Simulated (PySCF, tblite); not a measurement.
# C₂H₅F₃OSi: geometry, infrared bands and NMR shifts

What infrared bands and NMR shifts should C₂H₅F₃OSi (`CO[Si](F)(F)CF`) show?

Programs: tblite 0.8.0 and PySCF 2.14.0, with density-fitted response routines of our own. Each step states its level of theory. These are calculated values for one molecule in the gas phase, unless marked as measured. Atoms are numbered from 0 throughout.

### Step 1. Starting geometry

12 atoms, charge 0, multiplicity 1; geometry from: force field or distance geometry start.

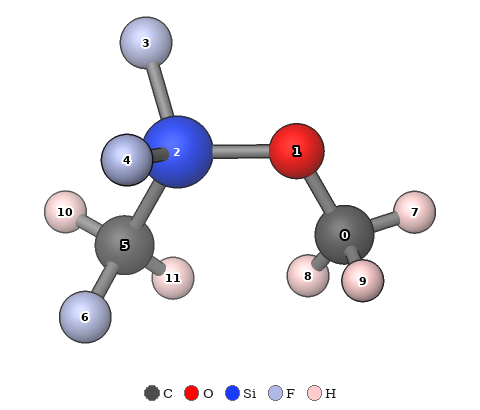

The starting geometry (carbon dark grey, oxygen red, silicon blue, fluorine light blue, hydrogen pink), atoms numbered.

### Step 2. Geometry optimisation with GFN2-xTB

The job: settings as JSON, then the geometry in Å.

```
{"job": {"kind": "relax", "xc": "GFN2-xTB", "basis": "xTB"}, "charge": 0, "multiplicity": 1}
C      1.718500    -0.498200     0.293200
O      1.258100     0.785300     0.042100
Si    -0.377100     1.044300     0.246000
F     -0.886500     2.021800    -1.069500
F     -0.609400     1.927400     1.681500
C     -1.472200    -0.435600     0.272900
F     -1.844900    -0.732600     1.556000
H      2.543900    -0.686000    -0.431200
H      0.970600    -1.274100     0.095000
H      2.168800    -0.610800     1.302900
H     -2.399900    -0.196200    -0.303100
H     -1.068900    -1.346100    -0.182300
```

Started as:

```bash
$ OMP_NUM_THREADS=1 python probes_run.py task.json out
```

This one command runs all jobs of the session in turn.

Output:

```text
step      E/eV     max force
  0    -733.28115    3.935
  1    -733.69567    1.627
  2    -733.80602    0.789
  3    -733.82840    0.631
  4    -733.86211    0.603
  5    -733.87372    0.548
  6    -733.90090    0.324
  7    -733.91515    0.321
  8    -733.93317    0.306
  9    -733.94566    0.286
 10    -733.95774    0.287
 11    -733.96584    0.239
 12    -733.97041    0.124
 13    -733.97225    0.106
 14    -733.97353    0.147
 15    -733.97552    0.182
 16    -733.97822    0.176
 17    -733.98112    0.133
 18    -733.98379    0.142
 19    -733.98677    0.165
 20    -733.99060    0.214
 21    -733.99500    0.206
 22    -733.99901    0.149
 23    -734.00212    0.152
 24    -734.00533    0.175
 25    -734.01056    0.202
 26    -734.01706    0.258
 27    -734.02076    0.162
 28    -734.02316    0.121
 29    -734.02562    0.175
 30    -734.02760    0.131
 31    -734.02904    0.098
 32    -734.02966    0.081
 33    -734.03015    0.061
 34    -734.03076    0.069
 35    -734.03149    0.067
 36    -734.03254    0.096
 37    -734.03420    0.141
 38    -734.03678    0.176
 39    -734.04013    0.180
 40    -734.04314    0.237
 41    -734.04211    0.239
 42    -734.04744    0.173
 43    -734.04956    0.178
 44    -734.05403    0.167
 45    -734.05653    0.130
 46    -734.05834    0.175
 47    -734.06049    0.129
 48    -734.06257    0.083
 49    -734.06470    0.083
 50    -734.06546    0.089
 51    -734.06605    0.076
 52    -734.06662    0.077
 53    -734.06753    0.100
 54    -734.06867    0.070
 55    -734.06941    0.059
 56    -734.06979    0.056
 57    -734.07007    0.053
 58    -734.07048    0.058
 59    -734.07110    0.067
 60    -734.07198    0.079
 61    -734.07279    0.104
 62    -734.07400    0.129
 63    -734.07547    0.141
 64    -734.07756    0.116
 65    -734.07981    0.123
 66    -734.08259    0.107
 67    -734.08428    0.149
 68    -734.08713    0.137
 69    -734.08874    0.284
 70    -734.09267    0.138
 71    -734.09585    0.180
 72    -734.09953    0.107
 73    -734.10031    0.170
 74    -734.10187    0.132
 75    -734.10299    0.074
 76    -734.10370    0.075
 77    -734.10429    0.067
 78    -734.10491    0.059
 79    -734.10538    0.068
 80    -734.10611    0.076
 81    -734.10686    0.060
 82    -734.10745    0.047
 83    -734.10776    0.042
 84    -734.10796    0.040
 85    -734.10817    0.036
 86    -734.10839    0.028
 87    -734.10855    0.031
 88    -734.10866    0.038
 89    -734.10879    0.038
 90    -734.10896    0.036
 91    -734.10919    0.051
 92    -734.10945    0.049
 93    -734.10963    0.042
 94    -734.10974    0.030
 95    -734.10982    0.029
 96    -734.10991    0.035
 97    -734.11002    0.043
 98    -734.11013    0.040
 99    -734.11023    0.036
100    -734.11036    0.036
101    -734.11057    0.048
102    -734.11092    0.071
103    -734.11136    0.089
104    -734.11181    0.060
105    -734.11194    0.087
106    -734.11219    0.024
107    -734.11225    0.016
108    -734.11232    0.026
109    -734.11236    0.020
110    -734.11240    0.010
```

Wall time 0.58 s (1 thread of Arm Neoverse V1, shared host); peak memory 0.18 GiB.

Along the way: (not every step is listed)

```
step  energy from step 0 (eV)  largest force (eV/Å)
   0                   0.0000                3.9353
   1                  -0.4145                1.6275
   2                  -0.5249                0.7888
   3                  -0.5472                0.6309
   4                  -0.5810                0.6026
   5                  -0.5926                0.5479
   6                  -0.6197                0.3240
   7                  -0.6340                0.3209
   8                  -0.6520                0.3060
  17                  -0.7000                0.1333
  26                  -0.7359                0.2584
  35                  -0.7503                0.0670
  44                  -0.7729                0.1674
  53                  -0.7864                0.1000
  62                  -0.7928                0.1288
  71                  -0.8147                0.1802
  80                  -0.8250                0.0760
  89                  -0.8276                0.0383
  98                  -0.8290                0.0396
 105                  -0.8308                0.0874
 106                  -0.8310                0.0239
 107                  -0.8311                0.0163
 108                  -0.8312                0.0260
 109                  -0.8312                0.0204
 110                  -0.8312                0.0098
```

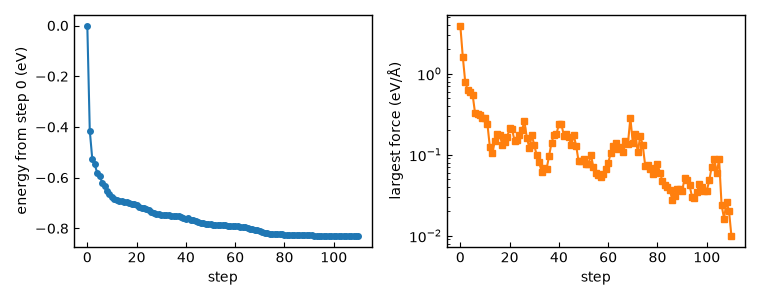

Energy and force, step by step.

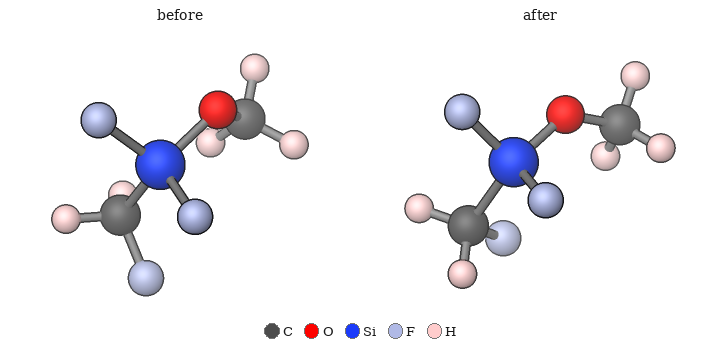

The geometry before (left) and after (right).

Close pairs (by a distance rule), those that changed most:

```csv
bond,before (Å),after (Å),change (Å)
Si2–F3,1.716,1.590,-0.126
Si2–F4,1.701,1.601,-0.100
O1–Si2,1.668,1.589,-0.079
Si2–C5,1.841,1.906,+0.064
C0–H7,1.114,1.089,-0.025
C5–H10,1.118,1.093,-0.025
C0–O1,1.387,1.409,+0.022
C0–H9,1.111,1.091,-0.021
```

The next job starts from the end point, and lists it.

### Step 3. Infrared spectrum with GFN2-xTB

The job: settings as JSON, then the geometry in Å.

```
{"job": {"kind": "ir", "xc": "GFN2-xTB", "basis": "xTB"}, "charge": 0, "multiplicity": 1}
C      1.912678    -0.488213     0.501122
O      1.083543     0.425345    -0.179167
Si    -0.400918     0.952426     0.028623
F     -0.667863     1.838323    -1.264262
F     -0.515551     1.996710     1.236802
C     -1.769639    -0.356837     0.237162
F     -1.238289    -1.566227     0.653899
H      2.798312    -0.639539    -0.115073
H      1.399578    -1.438480     0.648711
H      2.204202    -0.080608     1.469926
H     -2.514899    -0.079512     0.987442
H     -2.289955    -0.564076    -0.701774
```

Output:

```text
mode    cm-1     km/mol
  1      35.7     10.21
  2      75.2      6.59
  3      97.5      0.15
  4     111.9      6.74
  5     158.2      0.53
  6     192.5      2.01
  7     214.9     16.46
  8     261.9     55.17
  9     276.2     38.39
 10     383.1     77.14
 11     655.9      5.95
 12     754.4      3.47
 13     811.4    163.65
 14     877.1    196.25
 15     907.8    272.37
 16    1027.6     27.72
 17    1126.7      0.11
 18    1137.2      9.24
 19    1199.7     20.82
 20    1211.2    342.55
 21    1292.4      4.72
 22    1411.9      8.25
 23    1434.0      9.25
 24    1465.2      8.58
 25    1467.2      7.80
 26    2960.3     17.82
 27    2966.9     12.16
 28    2984.2     21.11
 29    2996.7     14.41
 30    3008.1     12.08
```

It took 0.3 s on 1 thread of Arm Neoverse V1, shared host; peak memory 0.18 GiB.

Which atoms move in the most intense modes:

| cm⁻¹ | km/mol | atoms |
| --- | --- | --- |
| 262 | 55.2 | F3 20 %, F6 19 %, O1 16 %, F4 15 % |
| 276 | 38.4 | O1 35 %, Si2 20 %, F4 18 % |
| 383 | 77.1 | Si2 28 %, F6 19 %, F3 18 %, O1 13 % |
| 811 | 163.7 | Si2 41 %, C5 15 %, F4 13 %, C0 12 % |
| 877 | 196.2 | Si2 44 %, F4 25 %, C0 14 % |
| 908 | 272.4 | Si2 47 %, F3 42 % |
| 1028 | 27.7 | C5 51 %, F6 39 % |
| 1211 | 342.6 | O1 60 %, C0 23 %, Si2 11 % |

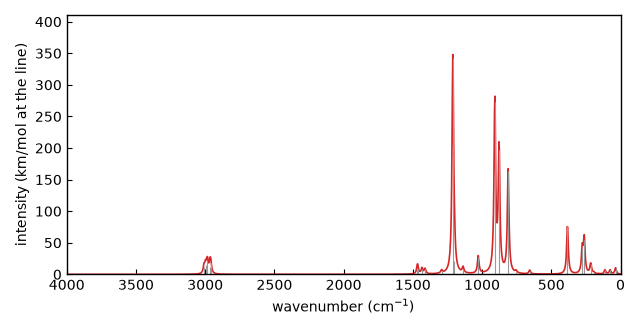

The infrared spectrum from these modes, unscaled. Lines are broadened to a width of 14 cm⁻¹ (Lorentzian).

### Step 4. NMR shieldings: PBE0/pcSseg-1

The job, as its differences from that of step 3:

```diff
@@ -1,2 +1,2 @@
-{"job": {"kind": "ir", "xc": "GFN2-xTB", "basis": "xTB"}, "charge": 0, "multiplicity": 1}
+{"job": {"kind": "nmr", "xc": "PBE0", "basis": "pcSseg-1"}, "charge": 0, "multiplicity": 1}
 C      1.912678    -0.488213     0.501122
```

With the program's defaults for keys left out, this is: GIAO PBE0/pcSseg-1 NMR shielding, non-relativistic, gas phase.

Output:

```text
coarse grid: 11240 points
cycle   1  E = -742.7662131141  dE =  7.705e-01  |g| = 9.841e-01  |ddm| = 3.059e+00
cycle   2  E = -742.5834078493  dE =  1.828e-01  |g| = 1.467e+00  |ddm| = 1.366e+00
cycle   3  E = -742.9198989905  dE = -3.365e-01  |g| = 8.180e-02  |ddm| = 8.522e-01
cycle   4  E = -742.9208247069  dE = -9.257e-04  |g| = 4.999e-02  |ddm| = 7.996e-02
cycle   5  E = -742.9212373552  dE = -4.126e-04  |g| = 9.998e-03  |ddm| = 3.053e-02
cycle   6  E = -742.9212515785  dE = -1.422e-05  |g| = 3.314e-03  |ddm| = 7.166e-03
cycle   7  E = -742.9212538226  dE = -2.244e-06  |g| = 3.581e-04  |ddm| = 2.315e-03
final grid: 107224 points
cycle   8  E = -742.9895247866  dE = -2.871e-05  |g| = 1.041e-02  |ddm| = 1.602e-02
cycle   9  E = -742.9895055022  dE =  1.928e-05  |g| = 1.492e-02  |ddm| = 1.294e-02
cycle  10  E = -742.9895448189  dE = -3.932e-05  |g| = 1.263e-03  |ddm| = 7.802e-03
cycle  11  E = -742.9895451421  dE = -3.232e-07  |g| = 1.814e-04  |ddm| = 9.393e-04
cycle  12  E = -742.9895451472  dE = -5.139e-09  |g| = 7.986e-05  |ddm| = 1.438e-04
cycle  13  E = -742.9895451480  dE = -7.999e-10  |g| = 2.436e-05  |ddm| = 4.581e-05
converged SCF energy = -742.9895451480

GIAO shielding tensors (ppm)
atom      isotropic    diamagn.    paramagn.     s11        s22        s33       span
  0 C      131.997     243.558    -111.561    104.219    106.327    185.444     81.225
  1 O      301.218     396.949     -95.731    229.210    316.686    357.760    128.550
  2 Si     414.037     879.073    -465.037    387.910    411.958    442.243     54.333
  3 F      326.046     469.509    -143.463    278.951    299.967    399.219    120.268
  4 F      314.599     469.973    -155.374    268.949    281.668    393.180    124.231
  5 C      107.808     249.917    -142.109     63.329     83.747    176.347    113.019
  6 F      489.829     474.670      15.158    436.460    509.071    523.955     87.495
  7 H       27.650      27.811      -0.161     23.440     25.271     34.239     10.799
  8 H       27.435      29.856      -2.421     22.170     27.194     32.940     10.770
  9 H       27.543      28.361      -0.818     23.326     25.325     33.978     10.652
 10 H       26.676      28.456      -1.780     22.728     26.637     30.662      7.934
 11 H       26.711      29.376      -2.664     22.548     26.676     30.910      8.363
```

It took 17 s on 1 thread of Arm Neoverse V1, shared host; peak memory 0.71 GiB.

The references, computed at this level on geometries of the same kind, shield at (ppm): 1H TMS 31.72, 13C TMS 186.9, 29Si TMS 349.2, 19F CFCl3 170.9, 17O H2O 336.1. Their shielding less the atom's gives the shift. The references are single molecules in the gas phase, so shifts against H2O, NH3, PH3, H3PO4 or CFCl3 are not on the usual liquid scales and can be off by tens of ppm. Atoms listed in one row are averaged.

```csv
atoms,environment,σ (ppm),δ (ppm),δ scaled to CDCl3
C5,sp3 CH2 bonded to F and Si,107.8,79.1,75.3
C0,methyl carbon bonded to O,132.0,54.9,51.7
"H10, H11",hydrogen on an sp3 CH2 bonded to F and Si,26.69,5.02,4.84
"H7, H8, H9",hydrogen on a methyl carbon bonded to O,27.54,4.17,4.04
O1,"oxygen bonded to C, Si",301.2,34.9,–
Si2,"silicon bonded to C, 2 F, O",414.0,-64.9,–
"F3, F4",fluorine bonded to Si,320.3,-149.4,–
F6,fluorine on an sp3 carbon,489.8,-318.9,–
```

The scaled column applies a straight-line fit of computed shieldings to shifts measured in CDCl3, and one for carbons that bear F (root-mean-square error 0.16 ppm for H, 1.9 ppm for C).

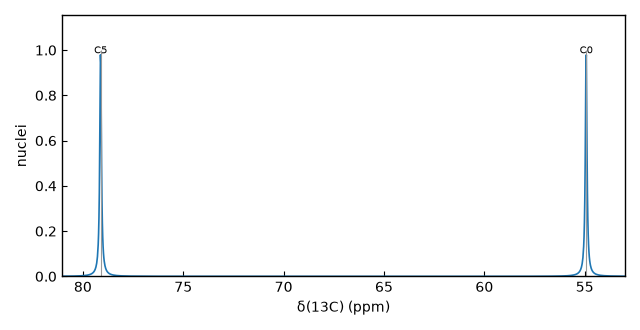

13C lines at the computed shifts, without couplings. Lines are broadened to a width of 0.10 ppm (Lorentzian).

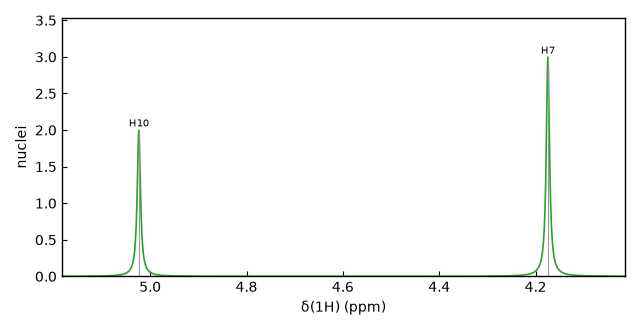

1H lines at the computed shifts, without couplings. Lines are broadened to a width of 0.01 ppm (Lorentzian).

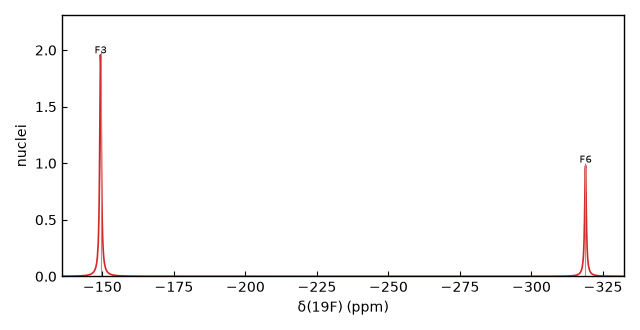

19F lines at the computed shifts, without couplings. Lines are broadened to a width of 0.68 ppm (Lorentzian).

Charges from the same density, by scheme (e):

```csv
atoms,Mulliken,IAO,Hirshfeld,ESP fit
C0,-0.01,-0.20,-0.02,-0.12
O1,-0.62,-0.63,-0.22,-0.40
Si2,1.34,1.72,0.57,1.02
"F3, F4",-0.41,-0.53,-0.20,-0.34
C5,-0.19,-0.30,-0.06,-0.16
F6,-0.35,-0.32,-0.12,-0.21
```

IAO charges:

```csv
atom,value (e)
C0,-0.20
O1,-0.63
Si2,1.72
F3,-0.53
F4,-0.53
C5,-0.30
F6,-0.32
H7,0.16
H8,0.15
H9,0.14
H10,0.17
H11,0.17
```

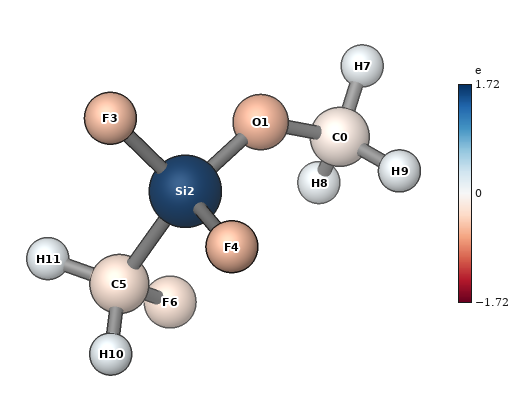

IAO charges, as colours on the atoms.

Mayer bond orders: C0–O1 0.85, O1–Si2 1.09, Si2–F3 0.97, Si2–F4 0.95, Si2–C5 0.88, C5–F6 0.84.

### Step 5. Outcome

| quantity | value |
| --- | --- |
| strongest single infrared mode (GFN2-xTB) | 1211 cm⁻¹, 343 km/mol |
| zero-point energy (GFN2-xTB) | 47.9 kcal/mol |
| 13C shifts against TMS (PBE0/pcSseg-1) | 79.1, 54.9 ppm |
| 1H shifts against TMS (PBE0/pcSseg-1, means over atoms taken as alike) | 5.02, 4.17 ppm |
| 17O shifts against H2O (PBE0/pcSseg-1) | 34.9 ppm |
| 29Si shifts against TMS (PBE0/pcSseg-1) | -64.9 ppm |
| 19F shifts against CFCl3 (PBE0/pcSseg-1, means over atoms taken as alike) | -149.4, -318.9 ppm |

Relaxing lowered the energy by 0.831 eV in 110 steps; the close pair that moved most is Si2–F3, from 1.716 to 1.590 Å. All 30 modes are real, so the xTB geometry is a minimum. The strongest single mode, at 1211 cm⁻¹, moves mainly O1. Unscaled tight-binding wavenumbers are off by several per cent, some by more. Its intensities can rank the bands wrongly. H10, H11 (mean) (hydrogen on an sp3 CH2 bonded to F and Si) lies farthest downfield among hydrogen, at 5.02 ppm; its carbon carries F, which withdraws density.
